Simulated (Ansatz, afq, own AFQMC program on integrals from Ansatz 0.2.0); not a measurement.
**CH3B (triplet): AFQMC on the coupled-cluster ladder at twist about B1–C2 = 59.1°, cc-pVDZ**

How near does AFQMC come to the top of the ladder for CH3B (triplet)?

Computed with Ansatz 0.2.0, Gaussian basis, and an in-house AFQMC program (afq) on its integrals; all values are calculated. Level: cc-pVDZ, frozen cores.

Plan: PBE (unrestricted); r2SCAN (unrestricted); PBE0 (unrestricted); B3LYP (unrestricted); wB97M-V (unrestricted); B2PLYP (unrestricted); CCSD(T) on UHF; CCSDT(Q) on UHF; Phaseless AFQMC, CISD trial on UHF.

### Step 1. The geometry

The geometry derives from a PBE0/def2-TZVP stationary point (not a proven minimum). One half is turned about the bond named; the halves are rigid.

5 atoms, charge 0, spin multiplicity 3.

Atoms are counted from 1 here; the program's logs count them from 0.

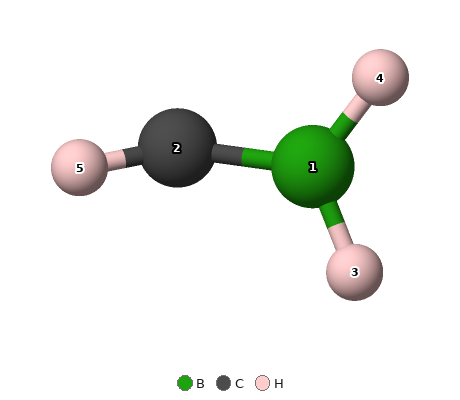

The geometry (boron green, carbon dark grey, hydrogen pink); atoms are numbered from 1 in the order of the file.

### Step 2. PBE (unrestricted)

in.yaml reads:

```yaml
crystal:
  periodic: [false, false, false]
  atoms:
    - {symbol: B, position_ang: [-0.020860, 0.062124, 0.738583]}
    - {symbol: C, position_ang: [-0.020860, -0.089717, -0.750188]}
    - {symbol: H, position_ang: [-0.020860, 1.160666, 1.226195]}
    - {symbol: H, position_ang: [-0.020860, -0.896920, 1.453952]}
    - {symbol: H, position_ang: [0.514033, 0.138996, -1.662767]}
basis:
  gaussian: {orbitals: cc-pVDZ}
magnetization: {spin_polarized: true, initial_magnetization: 2}
hamiltonian: {xc: {name: PBE}}
output: {orbitals: {seedname: orbitals}}
```

Run with:

```console
$ ansatz run in.yaml --threads 1 --pin off --events-out ev --progress --plain --max-ram 1382MiB
```

The log of the run:

```text
Functional definition: PBE
  name "PBE"
  cite "Perdew, Burke & Ernzerhof, Phys. Rev. Lett. 77, 3865 (1996) doi:10.1103/PhysRevLett.77.3865"
  parent pbe
  parameter kappa = 0.804
  parameter beta = 0.06672455060314922
  exchange = pbe_x(kappa = kappa, mu = beta*pi^2/3)
  correlation = pbe_c(beta = beta)
508 factors; their error is unknown
mean field evaluation 1: about -1752.7240 eV, gradient 1.7e1 eV
mean field evaluation 2: about -1752.8141 eV, gradient 1.8e1 eV
mean field evaluation 4: about -1754.9568 eV, gradient 1.4e0 eV
mean field evaluation 8: about -1754.9491 eV, gradient 7.7e-2 eV
mean field evaluation 16: about -1754.9491 eV, gradient 6.6e-6 eV
mean field -1754.94909172 eV, -64.4931895733 hartree, gradient 6.6e-6 eV, S^2 2.006393; 0 other end points of the search recorded, 0 dependent functions left out
reference -1754.94911893 eV, -64.4931905734 hartree; 8, 6 occupied and 35, 37 virtual orbitals, 508 factors
Total energy: -1754.94911893 eV, -64.4931905734 hartree
```

Run time: 2.5 s. Hardware: 1 thread of AMD EPYC (Zen 3), shared host.

From the report: ⟨S²⟩ of the determinant 2.006 (pure triplet: 2.00).

### Step 3. r2SCAN (unrestricted)

in.yaml, as its differences from that of step 2:

```diff
@@ -11,3 +11,2 @@
 magnetization: {spin_polarized: true, initial_magnetization: 2}
-hamiltonian: {xc: {name: PBE}}
-output: {orbitals: {seedname: orbitals}}
+hamiltonian: {xc: {name: r2SCAN}}
```

Launched as before.

The log of the run:

```text
Functional definition: r2SCAN
  name "r2SCAN"
  cite "Furness, Kaplan, Ning, Perdew & Sun, J. Phys. Chem. Lett. 11, 8208 (2020) doi:10.1021/acs.jpclett.0c02405"
  cite "Furness, Kaplan, Ning, Perdew & Sun, J. Phys. Chem. Lett. 11, 9248 (2020) doi:10.1021/acs.jpclett.0c03077"
  parent r2scan
  parameter k0 = 0.174
  parameter k1 = 0.065
  parameter a1 = 4.9479
  exchange = r2scan_x(k0 = k0, k1 = k1, a1 = a1)
  correlation = r2scan_c
508 factors; their error is unknown
mean field evaluation 1: about -1755.1038 eV, gradient 1.5e1 eV
mean field evaluation 2: about -1755.7263 eV, gradient 1.3e1 eV
mean field evaluation 4: about -1756.8012 eV, gradient 1.0e0 eV
mean field evaluation 8: about -1756.7900 eV, gradient 8.2e-2 eV
mean field -1756.79008563 eV, -64.5608448516 hartree, gradient 6.4e-5 eV, S^2 2.012827; 0 other end points of the search recorded, 0 dependent functions left out
reference -1756.79009431 eV, -64.5608451707 hartree; 8, 6 occupied and 35, 37 virtual orbitals, 508 factors
Total energy: -1756.79009431 eV, -64.5608451707 hartree
```

Wall time 3.4 s (1 thread of AMD EPYC (Zen 3), shared host).

From the report: ⟨S²⟩ of the determinant 2.013 (pure triplet: 2.00).

### Step 4. PBE0 (unrestricted)

in.yaml, as its differences from that of step 3:

```diff
@@ -11,2 +11,3 @@
 magnetization: {spin_polarized: true, initial_magnetization: 2}
-hamiltonian: {xc: {name: r2SCAN}}
+hamiltonian: {xc: {name: PBE0}}
+output: {orbitals: {seedname: orbitals}}
```

The command is unchanged.

The log of the run:

```text
Functional definition: PBE0
  name "PBE0"
  cite "Adamo & Barone, J. Chem. Phys. 110, 6158 (1999) doi:10.1063/1.478522"
  cite "Perdew, Burke & Ernzerhof, Phys. Rev. Lett. 77, 3865 (1996) doi:10.1103/PhysRevLett.77.3865"
  parent pbe
  parameter a = 0.25
  parameter kappa = 0.804
  parameter beta = 0.06672455060314922
  exchange = (1 - a)*pbe_x(kappa = kappa, mu = beta*pi^2/3) + a*exact_x
  correlation = pbe_c(beta = beta)
394 factors; integrals over basis functions are off by at most 7.8e-4 eV
mean field evaluation 1: about -1754.2851 eV, gradient 1.3e1 eV
mean field evaluation 2: about -1754.9467 eV, gradient 9.3e0 eV
mean field evaluation 4: about -1755.5012 eV, gradient 6.4e-1 eV
mean field evaluation 8: about -1755.5031 eV, gradient 6.6e-3 eV
mean field -1755.50312800 eV, -64.5135500314 hartree, gradient 2.8e-5 eV, S^2 2.008695; 0 other end points of the search recorded, 0 dependent functions left out
reference -1755.50314862 eV, -64.5135507890 hartree; 8, 6 occupied and 35, 37 virtual orbitals, 394 factors
Total energy: -1755.50314862 eV, -64.5135507890 hartree
```

It took 2.4 s on 1 thread of AMD EPYC (Zen 3), shared host.

From the report: ⟨S²⟩ of the determinant 2.009 (pure triplet: 2.00).

### Step 5. B3LYP (unrestricted)

in.yaml, as its differences from that of step 4:

```diff
@@ -11,3 +11,2 @@
 magnetization: {spin_polarized: true, initial_magnetization: 2}
-hamiltonian: {xc: {name: PBE0}}
-output: {orbitals: {seedname: orbitals}}
+hamiltonian: {xc: {name: B3LYP}}
```

Same command.

The log of the run, shortened:

```text
Functional definition: B3LYP
  name "B3LYP"
  cite "Stephens, Devlin, Chabalowski & Frisch, J. Phys. Chem. 98, 11623 (1994) doi:10.1021/j100096a001"
  cite "Becke, Phys. Rev. A 38, 3098 (1988) doi:10.1103/PhysRevA.38.3098"
  cite "Lee, Yang & Parr, Phys. Rev. B 37, 785 (1988) doi:10.1103/PhysRevB.37.785"
  cite "Vosko, Wilk & Nusair, Can. J. Phys. 58, 1200 (1980) doi:10.1139/p80-159"
[...]
394 factors; integrals over basis functions are off by at most 7.8e-4 eV
[...]
mean field -1758.10147945 eV, -64.6090376856 hartree, gradient 7.5e-5 eV, S^2 2.006912; 0 other end points of the search recorded, 0 dependent functions left out
reference -1758.10166852 eV, -64.6090446339 hartree; 8, 6 occupied and 35, 37 virtual orbitals, 394 factors
Total energy: -1758.10166852 eV, -64.6090446339 hartree
```

Run time: 2.2 s. Hardware: 1 thread of AMD EPYC (Zen 3), shared host.

From the report: ⟨S²⟩ of the determinant 2.007 (pure triplet: 2.00).

### Step 6. wB97M-V (unrestricted)

in.yaml, as its differences from that of step 5:

```diff
@@ -11,2 +11,3 @@
 magnetization: {spin_polarized: true, initial_magnetization: 2}
-hamiltonian: {xc: {name: B3LYP}}
+hamiltonian: {xc: {name: wB97M-V}}
+output: {orbitals: {seedname: orbitals}}
```

Launched as before.

The log of the run, shortened:

```text
Functional definition: wB97M-V
  name "wB97M-V"
  cite "Mardirossian & Head-Gordon, J. Chem. Phys. 144, 214110 (2016) doi:10.1063/1.4952647"
  cite "Becke, J. Chem. Phys. 107, 8554 (1997) doi:10.1063/1.475007"
  cite "Vydrov & Van Voorhis, J. Chem. Phys. 133, 244103 (2010) doi:10.1063/1.3521275"
  # Of w^i u^j: cxij and so on, Table III.
[...]
  gx(w, u) = 1 - cx + cx01*u + cx10*w
  gss(w, u) = css00 + css04*u^4 + css10*w + css20*w^2 + css43*w^4*u^3
  gos(w, u) = cos00 + cos10*w + (cos20 + cos21*u)*w^2 + (cos60 + cos61*u)*w^6
[...]
      + integral(e_c_pw_mod_opposite_spin*gos(b97_w_opposite, b97_u_opposite)) + vv10(b, c)
394 factors; integrals over basis functions are off by at most 7.8e-4 eV
145 factors; integrals over basis functions are off by at most 1.1e-5 eV
[...]
mean field -1756.65919784 eV, -64.5560348143 hartree, gradient 3.1e-5 eV, S^2 2.005910; 0 other end points of the search recorded, 0 dependent functions left out
reference -1756.65922914 eV, -64.5560359646 hartree; 8, 6 occupied and 35, 37 virtual orbitals, 394 factors
Total energy: -1756.65922914 eV, -64.5560359646 hartree
```

Wall time 7 s (1 thread of AMD EPYC (Zen 3), shared host).

From the report: ⟨S²⟩ of the determinant 2.006 (pure triplet: 2.00).

### Step 7. B2PLYP (unrestricted)

in.yaml, as its differences from that of step 6:

```diff
@@ -11,3 +11,3 @@
 magnetization: {spin_polarized: true, initial_magnetization: 2}
-hamiltonian: {xc: {name: wB97M-V}}
-output: {orbitals: {seedname: orbitals}}
+hamiltonian: {xc: {name: B2PLYP}}
+correlation: {electrons: outside_noble_gas}
```

Launched as before.

The log of the run, shortened:

```text
Functional definition: B2PLYP
  name "B2PLYP"
  cite "Grimme, J. Chem. Phys. 124, 034108 (2006) doi:10.1063/1.2148954"
  cite "Becke, Phys. Rev. A 38, 3098 (1988) doi:10.1103/PhysRevA.38.3098"
  cite "Lee, Yang & Parr, Phys. Rev. B 37, 785 (1988) doi:10.1103/PhysRevB.37.785"
[...]
394 factors; integrals over basis functions are off by at most 7.8e-4 eV
[...]
mean field -1754.15768258 eV, -64.4641058240 hartree, gradient 4.2e-6 eV, S^2 2.011305; 0 other end points of the search recorded, 0 dependent functions left out
2 core orbitals not correlated: weight in the atoms' cores, before any rotation towards them, 1.000 or more for the frozen orbitals, at most 0.000 for the correlated occupied ones
reference -1754.15780435 eV, -64.4641102992 hartree; 6, 4 occupied and 35, 37 virtual orbitals, 394 factors
second order -5.66896731 eV of doubles, -0.00000000 eV of singles
Total energy: -1755.68842553 eV, -64.5203595898 hartree
```

Wall time 4.1 s (1 thread of AMD EPYC (Zen 3), shared host).

From the report: ⟨S²⟩ of the determinant 2.011 (pure triplet: 2.00).

### Step 8. CCSD(T) on UHF

in.yaml, as its differences from that of step 7:

```diff
@@ -11,3 +11,2 @@
 magnetization: {spin_polarized: true, initial_magnetization: 2}
-hamiltonian: {xc: {name: B2PLYP}}
-correlation: {electrons: outside_noble_gas}
+correlation: {method: ccsd_t, electrons: outside_noble_gas, hamiltonian_folder: ham}
```

The command is unchanged.

The log of the run, shortened:

```text
Functional definition: HF
  name "HF"
  cite "Fock, Z. Phys. 61, 126 (1930) doi:10.1007/BF01340294"
  parent pbe
[...]
394 factors; integrals over basis functions are off by at most 7.8e-4 eV
[...]
mean field -1746.74616711 eV, -64.1917376541 hartree, gradient 1.5e-6 eV, S^2 2.021265; 0 other end points of the search recorded, 0 dependent functions left out
2 core orbitals not correlated: weight in the atoms' cores, before any rotation towards them, 1.000 or more for the frozen orbitals, at most 0.000 for the correlated occupied ones
reference -1746.74616711 eV, -64.1917376541 hartree; 6, 4 occupied and 35, 37 virtual orbitals, 394 factors
second order -4.54347648 eV of doubles, -0.00000000 eV of singles
cycle   1  -5.25026014 eV  change   -7.1e-1 eV  update   5.8e-2
[...]
cycle  11  -5.51774080 eV  change   -6.7e-6 eV  update   9.9e-6
perturbative correction -0.12027420 eV, -0.0044199953 hartree
Total energy: -1752.38418211 eV, -64.3989308839 hartree
```

It took 4.7 s on 1 thread of AMD EPYC (Zen 3), shared host.

From the report: ⟨S²⟩ of the determinant 2.021 (pure triplet: 2.00); correlation -5.6380 eV; T1 0.018; largest double amplitude 0.02.

This run also writes the integrals to the folder ham.

### Step 9. CCSDT(Q) on UHF

in.yaml, as its differences from that of step 8:

```diff
@@ -11,2 +11,2 @@
 magnetization: {spin_polarized: true, initial_magnetization: 2}
-correlation: {method: ccsd_t, electrons: outside_noble_gas, hamiltonian_folder: ham}
+correlation: {method: ccsdt_q, electrons: outside_noble_gas}
```

Same command.

The log of the run, shortened:

```text
Functional definition: HF
  name "HF"
  cite "Fock, Z. Phys. 61, 126 (1930) doi:10.1007/BF01340294"
  parent pbe
[...]
794 factors; integrals over basis functions are off by at most 1.6e-7 eV
[...]
mean field -1746.74617945 eV, -64.1917381075 hartree, gradient 1.5e-6 eV, S^2 2.021265; 0 other end points of the search recorded, 0 dependent functions left out
2 core orbitals not correlated: weight in the atoms' cores, before any rotation towards them, 1.000 or more for the frozen orbitals, at most 0.000 for the correlated occupied ones
reference -1746.74617945 eV, -64.1917381075 hartree; 6, 4 occupied and 35, 37 virtual orbitals, 794 factors
second order -4.54348947 eV of doubles, -0.00000000 eV of singles
cycle   1  -5.25024778 eV  change   -7.1e-1 eV  update   6.4e-2
[...]
cycle  18  -5.66275624 eV  change   -7.5e-7 eV  update   4.7e-7
perturbative correction -0.00509215 eV, -0.0001871332 hartree
Total energy: -1752.41402784 eV, -64.4000276941 hartree
```

It took 100 s on 1 thread of AMD EPYC (Zen 3), shared host; peak memory 0.38 GiB.

From the report: ⟨S²⟩ of the determinant 2.021 (pure triplet: 2.00); correlation -5.6678 eV; T1 0.019; largest double amplitude 0.03.

### Step 10. Phaseless AFQMC, CISD trial on UHF

It reads the integrals that the CCSD(T) run on this determinant wrote.

Run with:

```console
$ afq ham --method phaseless --trial cisd --walkers 60 --populations 1 --least-time 40 --time-step 0.005 --steps-per-block 50 --equilibration-blocks 40 --max-blocks 300 --target-error 0.00076 --factor-cut 1e-05 --start spin_pure --seed 7224 --release-times 0.24,0.51,0.99,1.62,2.4 --release-step 0.03 --release-every 4 --taylor-order 6
```

The log of the run:

```text
orbitals 41  electrons 6 4  factors 322 of 394
reference energy -64.19173765 Eh
CCSD correlation -0.20277301 Eh in 12 cycles, weight of the determinant in the CISD state 0.9055
energy of the start -64.394061 Eh
 block  time / (1/Eh)  mean weight  energy / Eh
     1     0.250  0.9986  -64.392201
     2     0.500  0.9973  -64.393075
     3     0.750  0.9988  -64.393316
     4     1.000  1.0010  -64.395340
     5     1.250  1.0009  -64.395912
     6     1.500  0.9984  -64.398546
     7     1.750  1.0001  -64.399061
     8     2.000  0.9992  -64.401679
     9     2.250  0.9984  -64.407005
    10     2.500  0.9985  -64.403176
    11     2.750  0.9994  -64.402542
    16     4.000  0.9993  -64.399865
    21     5.250  1.0002  -64.406273
    26     6.500  0.9996  -64.408257
    31     7.750  1.0010  -64.401300
    36     9.000  1.0012  -64.397658
    41    10.250  0.9992  -64.401447
    46    11.500  1.0006  -64.399098
    51    12.750  0.9981  -64.400506
    56    14.000  0.9992  -64.396906
    61    15.250  1.0010  -64.402926
    66    16.500  0.9995  -64.401648
    71    17.750  0.9990  -64.400169
    76    19.000  1.0019  -64.400705
    81    20.250  1.0015  -64.404560
    86    21.500  0.9996  -64.397331
    91    22.750  1.0002  -64.401788
    96    24.000  0.9980  -64.403526
   101    25.250  1.0011  -64.399580
   106    26.500  1.0012  -64.400623
   111    27.750  0.9989  -64.400326
   116    29.000  1.0004  -64.399513
   121    30.250  0.9998  -64.398822
   126    31.500  0.9994  -64.399709
   131    32.750  1.0022  -64.398724
   136    34.000  0.9989  -64.397816
   141    35.250  1.0002  -64.400757
   146    36.500  1.0022  -64.399568
   151    37.750  1.0003  -64.398975
   156    39.000  0.9979  -64.397995
   161    40.250  1.0000  -64.398418
   166    41.500  0.9992  -64.398743
   171    42.750  0.9985  -64.398792
   176    44.000  0.9991  -64.400160
   181    45.250  1.0024  -64.403385
   186    46.500  1.0005  -64.398531
   191    47.750  0.9993  -64.401066
   196    49.000  1.0006  -64.400209
blocks merged  error / Eh  count
     1  0.000178  160
     2  0.000202  80
     4  0.000240  40
     8  0.000258  20
    16  0.000264  10
released: time / (1/Eh)  energy / Eh  error  mean overlap
  0.24  -64.399891  0.000308  1.0002
  0.51  -64.399424  0.000234  1.0213
  0.99  -64.399810  0.000295  1.0062
  1.62  -64.400340  0.000390  0.9934
  2.40  -64.400252  0.000534  1.0002
energy -64.400058 +/- 0.000258 Eh
```

Wall time 12 min (1 thread of AMD EPYC (Zen 3), shared host).

Energy -1752.4149 ± 0.0070 eV. Caveats: constraint bias not in the error.

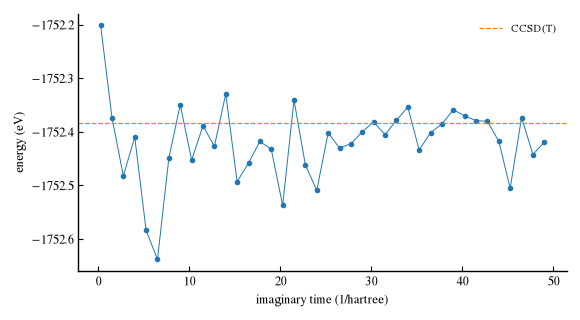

Block energies along the walk.

### Step 11. All levels side by side

On the UHF determinant, counted from CCSDT(Q) (a yardstick, not exact):

```csv
level,energy (eV),from CCSDT(Q) (kJ/mol),statistical error (kJ/mol),time
HF,-1746.7462,+546.9,,
MP2,-1751.2896,+108.5,,
CCSD,-1752.2639,+14.5,,
CCSD(T),-1752.3842,+2.9,,
CCSDT(Q),-1752.4140,0.0,,
"Phaseless AFQMC, CISD trial, step 0.005, 60 walkers",-1752.4149,-0.1,0.7,12 min
```

The functionals' totals stand on their own zeros and serve differences with other points: PBE -1754.949 eV; r2SCAN -1756.790 eV; PBE0 -1755.503 eV; B3LYP -1758.102 eV; wB97M-V -1756.659 eV; B2PLYP -1755.688 eV.

### Step 12. Outcome

| quantity | value |
| --- | --- |
| CCSD(T) on UHF from CCSDT(Q) | +2.9 kJ/mol |
| Phaseless AFQMC, CISD trial on UHF from CCSDT(Q) | -0.1 ± 0.7 kJ/mol |

In words: On UHF the phaseless walk with the CISD trial lies -0.1 kJ/mol from CCSDT(Q), within three error bars. Error bars are statistical and leave out the constraint, the time step and what remains of the start.
